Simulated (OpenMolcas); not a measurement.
# One shape, several levels: doublet NOF+

We compute a comparison of 6 runs (UHF/STO-3G, U-revPBE/def2-TZVPP, UBHLYP/def2-TZVPP, UM06-L/def2-TZVPP, USVWN5/def2-TZVPP, ROMP2/def2-TZVPP) of doublet NOF+. 

The results are computed with OpenMolcas 26.06.

**1. Starting point**

NOF+: 3 atoms, total charge +1, spin state doublet. SMILES of the parent species: `O=NF`. Geometry: relaxed at PBE0-D4/def2-TZVP. That shape belongs to the parent species and isn't relaxed for this state.

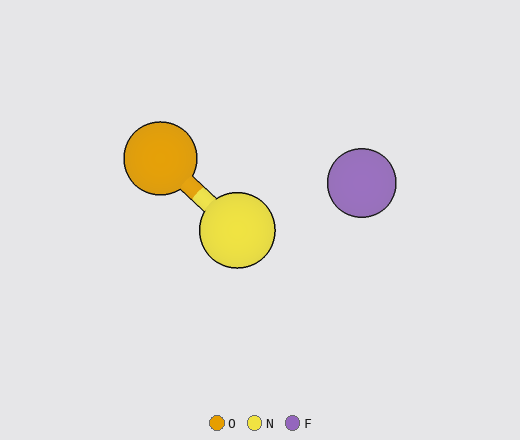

Viewed from a chosen angle; oxygen amber, nitrogen yellow, fluorine purple.

**2. A single-point energy at UHF/STO-3G (run 1)**

The input, mol.inp:

```
>>> EXPORT MOLCAS_PRINT=2
&GATEWAY
BasLib
$CurrDir
Coord
3
bohr
O      1.64094368     0.45914676     0.95382036
N      0.28143691    -0.91186844     0.05652171
F     -1.92239949     0.45274058    -1.01034207
Basis
STO-3G
Group
NoSym
&SEWARD
&SCF
UHF
Charge
1
Spin
2
Thresholds
1e-10 1e-07 1e-07 1e-05
PrOrbitals
1 1
```

The basis set STO-3G is read from a file made from the Basis Set Exchange's data (not shown).

Run with:

```sh
$ export MOLCAS_MEM=1860
$ pymolcas mol.inp > mol.log
```

What it wrote:

```text
--- Start Module: gateway ---
[...]
--- Stop Module: gateway /rc=_RC_ALL_IS_WELL_ ---
--- Start Module: seward ---
[...]
      Basis functions           15
--- Stop Module: seward /rc=_RC_ALL_IS_WELL_ ---
--- Start Module: scf ---
[...]
       Convergence after  33 Iterations
[...]
::    Total SCF energy                               -225.1774861659
[...]
      Total spin, S                                     0.6321204291
[...]
      Total electronic charge=   23.000000
      Total            charge=    1.000000
[...]
      Dipole Moment (debye):
      Origin of the operator (angstrom)=   -0.0684    0.0343   -0.0340
                   X=  9.4990E-01               Y=  2.8781E-03               Z=  5.2372E-01           Total=  1.0847E+00
      Center of Charge (angstrom)
[...]
--- Stop Module: scf /rc=_RC_ALL_IS_WELL_ ---
[...]
```

It took 2.2 s on 1 thread of Arm Neoverse V1, shared host; peak memory 0.37 GiB.

**3. A single-point energy at U-revPBE/def2-TZVPP (run 2)**

The input, job.input:

```
&GATEWAY
  BasLib = $CurrDir
  Coord
  3
  bohr
  O      1.64094368     0.45914676     0.95382036
  N      0.28143691    -0.91186844     0.05652171
  F     -1.92239949     0.45274058    -1.01034207
  Basis = def2-TZVPP
  Group = NoSym

&SEWARD
  GridInput
  Grid=UltraFine
  End of Grid

&SCF
  UHF
  Charge = 1
  Spin = 2
  KSDFT = revPBE
  Thresholds = 1e-10 1e-07 1e-07 1e-05
  PrOrbitals = 1 2
```

The basis set def2-TZVPP is read from a file made from the Basis Set Exchange's data (not shown).

Run with:

```sh
$ export MOLCAS_MEM=1860
$ pymolcas job.input > job.log
```

What it wrote:

```text
--- Start Module: gateway ---
[...]
--- Stop Module: gateway /rc=_RC_ALL_IS_WELL_ ---
--- Start Module: seward ---
[...]
      Basis functions           93
--- Stop Module: seward /rc=_RC_ALL_IS_WELL_ ---
[...]
--- Start Module: scf ---
[...]
       Convergence after  21 Iterations
[...]
::    Total KS-DFT energy                            -229.2969912903
[...]
      Total spin, S                                     0.5026844058
[...]
      Total electronic charge=   23.000000
      Total            charge=    1.000000
[...]
      Dipole Moment (debye):
      Origin of the operator (angstrom)=   -0.0684    0.0343   -0.0340
                   X=  1.3719E+00               Y= -6.6238E-01               Z=  6.8436E-01           Total=  1.6701E+00
      Center of Charge (angstrom)
[...]
--- Stop Module: scf /rc=_RC_ALL_IS_WELL_ ---
[...]
```

Wall time 31 s (1 thread of Arm Neoverse V1, shared host); peak memory 0.51 GiB.

Runs 3 to 5 aren't shown in full; the table further down has their settings and results.

**4. The energy at ROMP2/def2-TZVPP (run 6)**

The input, calc.input:

```
* FNO ROMP2

&GATEWAY
  BASLIB = $CurrDir
  COORD
  3
  angstrom
  O        0.868350       0.242970       0.504740
  N        0.148930      -0.482540       0.029910
  F       -1.017290       0.239580      -0.534650
  BASIS = def2-TZVPP
  GROUP = NoSym

&SEWARD

&SCF
  UHF
  CHARGE = 1
  SPIN = 2
  THRESHOLDS = 1e-10 1e-07 1e-07 1e-05
  PRORBITALS = 0

&RASSCF
  FILEORB = $Project.UnaOrb
  SPIN = 2
  NACTEL = 1 0 0
  INACTIVE = 11
  RAS2 = 1
  OUTORBITALS = Canonical
  ORBLISTING = Nothing

&CASPT2
  IPEA = 0.0
  FROZEN = 3
```

The basis set def2-TZVPP is read from a file made from the Basis Set Exchange's data (not shown).

Run with:

```sh
$ export MOLCAS_MEM=1860
$ pymolcas calc.input > calc.log
```

What it wrote:

```text
--- Start Module: gateway ---
[...]
--- Stop Module: gateway /rc=_RC_ALL_IS_WELL_ ---
[...]
      Basis functions           93
[...]
       Convergence after  31 Iterations
[...]
::    Total SCF energy                               -228.2927137245
[...]
      Total spin, S                                     0.6274459937
[...]
--- Start Module: rasscf ---
[...]
      Number of active orbitals                  1
[...]
      Spin quantum number                      0.5
[...]
      Active orbitals                            1
[...]
      Number of CSFs                             1
[...]
      Number of root(s) required                 1
[...]
      Convergence after 26 iterations
[...]
      printout of CI-coefficients larger than  0.05 for root  1
      energy=    -228.258182
      conf/sym  1     Coeff  Weight
             1  u   1.00000 1.00000
      Natural orbitals and occupation numbers for root  1
      sym 1:   1.000000
      ************************************************************************************************************************
      *                                                    Final results                                                     *
[...]
::    RASSCF root number  1 Total energy:   -228.25818210
[...]
      Total electronic charge=   23.000000
      Total            charge=    1.000000
[...]
      Dipole Moment (debye):
      Origin of the operator (angstrom)=   -0.0684    0.0343   -0.0340
                   X=  1.2154E+00               Y= -8.2905E-01               Z=  5.8008E-01           Total=  1.5814E+00
      Center of Charge (angstrom)
[...]
--- Stop Module: rasscf /rc=_RC_ALL_IS_WELL_ ---
[...]
--- Start Module: caspt2 ---
[...]
      E2 (Variational):          -0.6921366845
      Total energy:            -228.9503187828
[...]
      Reference weight:           0.83108
[...]
::    CASPT2 Root  1     Total energy:   -228.95031878
[...]
```

It took 27 s on 1 thread of Arm Neoverse V1, shared host; peak memory 0.51 GiB.

**5. Overview of the runs**

```tsv
run	level	integration grid	frozen core orbitals	energy (Eh)	HOMO energy (eV)	LUMO energy (eV)	⟨S²⟩	wall time
1	UHF/STO-3G	–	–	-225.177486	-24.32	-7.90	1.032	2.2 s
2	U-revPBE/def2-TZVPP	UltraFine	–	-229.296991	-18.93	-17.51	0.755	31 s
3	UBHLYP/def2-TZVPP	UltraFine	–	-229.217714	-23.20	-14.54	0.799	40 s
4	UM06-L/def2-TZVPP	UltraFine	–	-229.317801	-19.22	-17.21	0.761	58 s
5	USVWN5/def2-TZVPP	UltraFine	–	-227.756893	-19.19	-18.06	0.752	26 s
6	ROMP2/def2-TZVPP	–	3	-228.950319	–	–	–	27 s
```

**6. What came out**

```
           quantity          value
run 6: total energy  -228.95032 Eh
```

**Reading.** Totals of different functionals can't be ranked against each other. In run 1 the basis is minimal, so the values are rough. Spin contamination of the reference: run 1 ⟨S²⟩ = 1.03. All runs together took 3.1 min, the longest 58 s.
